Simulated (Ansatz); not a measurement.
**Co: a surface, (10-10), 6 layers**

Aim: cut a slab of Co (10-10), 6 layers from the relaxed bulk, relax it, and get surface energy and work function. The runs shown use PAW. Its runs: bulk cell relaxed (PAW); bulk in the slab's orientation (PAW); the reference run (PAW); atoms relaxed (PAW).

Method: DFT, PBE, PAW with Ansatz's default frozen-core files, scalar-relativistic, in Ansatz 0.2.0.

1 further run of the same task is left out (it didn't finish).

## 1. Starting point

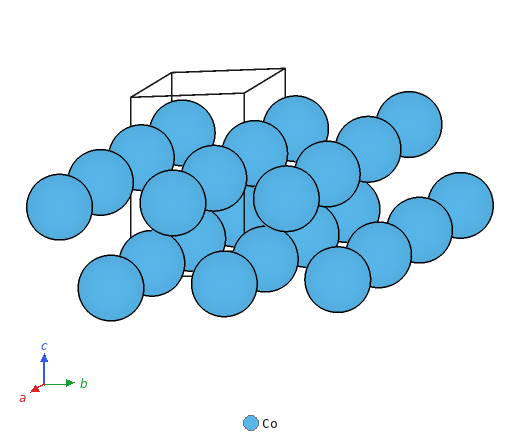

Start, viewed slightly off an axis; cobalt blue. 4×3×1 cells are drawn.

Structure file:

```
CELL_PARAMETERS angstrom
2.49110 0.00000 0.00000
-1.24555 2.15736 0.00000
0.00000 0.00000 4.03558
ATOMIC_POSITIONS crystal
Co 0.33333 0.66667 0.25000
Co 0.66667 0.33333 0.75000
```

Atoms are numbered in the order of the input: Co1, Co2.

## 2. Bulk cell relaxed, PAW

File input.yaml:

```yaml
crystal:
  lattice:
    - [2.4911007134, 0.0, 0.0]
    - [-1.2455503567, 2.1573565012, 0.0]
    - [0.0, 0.0, 4.0355831558]
  atoms:
    - { symbol: Co, position: [0.3333333333, 0.6666666667, 0.25], spin: 1.7 }
    - { symbol: Co, position: [0.6666666667, 0.3333333333, 0.75], spin: 1.7 }
magnetization:
  spin_polarized: true
kpoints:
  mp_grid: { grid: [20, 20, 11] }
scf:
  occupations: { method: fermi_dirac, width: 0.1 }
hamiltonian:
  xc: pbe
  pseudopotentials: { kind: paw }
output:
  forces: true
  stress: true
relax:
  f_tol: 0.005
  max_steps: 40
  cell: {}
```

On the command line:

```sh
$ ansatz run input.yaml --threads 3 --pin off --max-ram 9216MiB --backend cpu --events-out ev --progress --plain --runs-dir out
```

After this run come: Bulk in the slab's orientation, PAW; Slab as cut, PAW; Atoms relaxed, PAW.

What does the calculation give? Wanted: surface energy; work function; outer layer spacing.

The runs gave:

| quantity | value |
| --- | --- |
| surface energy (PAW, relaxed) | 2.29 J/m² |
| work function (PAW, relaxed) | 4.73 eV |
| outer layer spacing (PAW) | 0.72 → 0.61 Å |

What this shows: By PAW the surface costs 2.32 J/m² as cut and 2.29 J/m² relaxed. The outermost spacing changes by -15.3 % (PAW). Thickness wasn't converged, and no reconstruction was sought. Other magnetic orders may lie lower; this is the state that the run reached.
